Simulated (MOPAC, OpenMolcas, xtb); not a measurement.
**CH3BFN (SMILES [H]/N=C(\B)F): the dipole moment, rung by rung**

CH3BFN has 7 atoms, charge 0, and is taken as a singlet. As SMILES, `[H]/N=C(\B)F`. The shape is that of a PBE0-D4/def2-TZVP optimisation.

Quantity: the dipole moment, in D. The values are calculated.

```csv
level,kind,program,value (D),CPU time
AM1,semi-empirical,MOPAC,2.93,under 2 s
GFN2-xTB,semi-empirical,xtb,3.06,under 2 s
GFN0-xTB,semi-empirical,xtb,3.70,under 2 s
GFN1-xTB,semi-empirical,xtb,3.30,under 2 s
HF/STO-3G,Hartree–Fock,OpenMolcas,2.41,1.7 s
HF/3-21G,Hartree–Fock,OpenMolcas,3.41,1.9 s
HF/6-31G* (spherical functions),Hartree–Fock,OpenMolcas,3.14,3.5 s
HF/def2-SVP,Hartree–Fock,OpenMolcas,3.21,4.3 s
TPSS/6-31G,meta-GGA,OpenMolcas,2.75,20 s
B3LYP/6-31G* (spherical functions),global hybrid,OpenMolcas,2.43,22 s
```

The values span 2.41 to 3.70 D. Sets without polarisation functions give poor dipoles. CPU times are rough (shared hosts, several kinds of processor): they show what a rung costs within a factor of a few.

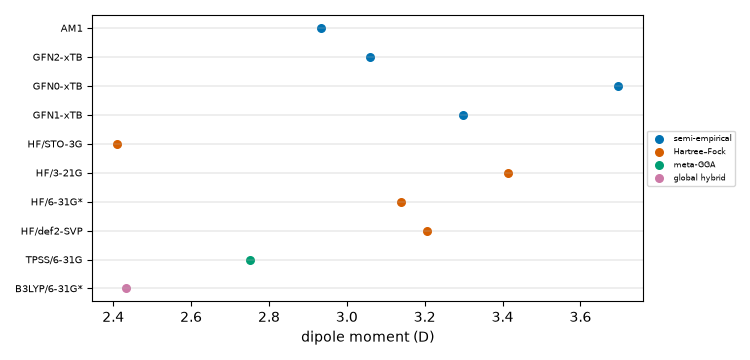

The values of the table, level by level.
